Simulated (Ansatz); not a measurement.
Consider Sc2B2W3.

```
CELL_PARAMETERS angstrom
6.00471 0.00000 0.00000
0.00000 8.20985 0.00000
0.00000 0.00000 3.81385
ATOMIC_POSITIONS crystal
Sc 0.39100 0.16984 0.00000
Sc 0.60900 0.83016 0.00000
Sc 0.89100 0.33016 0.00000
Sc 0.10900 0.66984 0.00000
W 0.19141 0.41333 0.50000
W 0.80859 0.58667 0.50000
W 0.69141 0.08667 0.50000
W 0.30859 0.91333 0.50000
W 0.00000 0.00000 0.00000
W 0.50000 0.50000 0.00000
B 0.07530 0.15010 0.50000
B 0.92470 0.84990 0.50000
B 0.57530 0.34990 0.50000
B 0.42470 0.65010 0.50000
```

Space group Pbam; built by placing these elements on a known structure type; not relaxed (largest force 1.7 eV/Å); computed pressure about 16 GPa in this cell.

The calculation used DFT, PAW plane waves, r2SCAN in Ansatz.

Predict the electron localisation function between the atoms.

Sc–B (2.65 Å): the ELF peaks at about 0.70 in the valence shell of B, 0.8 Å from its nucleus, and is about 0.25 at the midpoint.

How much charge does the calculation move between the atoms?

Electrons move from Sc towards B. Bader charges: Sc +1.43, W −0.29 to −0.01 and B −1.15 e.

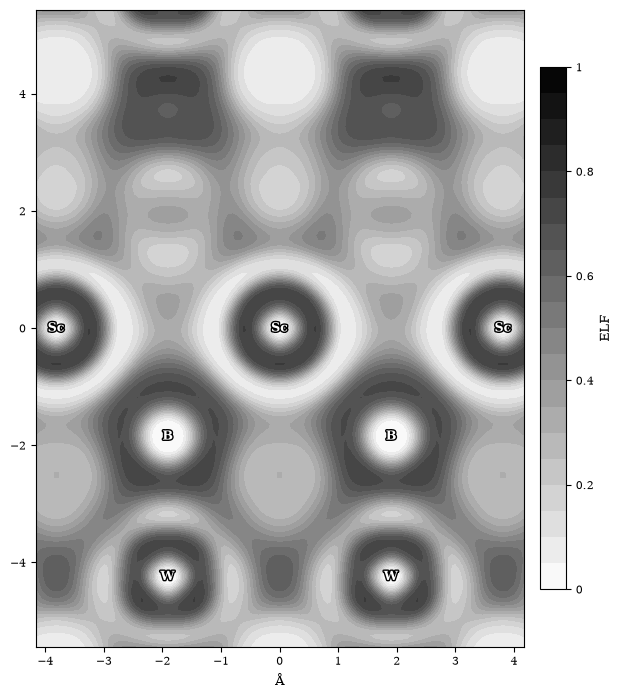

Computed electron localisation function on the (110) plane of the conventional cell. Atoms just off the plane (W, 0.8 Å away and B, 0.7 Å away) can leave unmarked features too.

In a PAW calculation such maps are meaningful between the atoms, not at the nuclei.
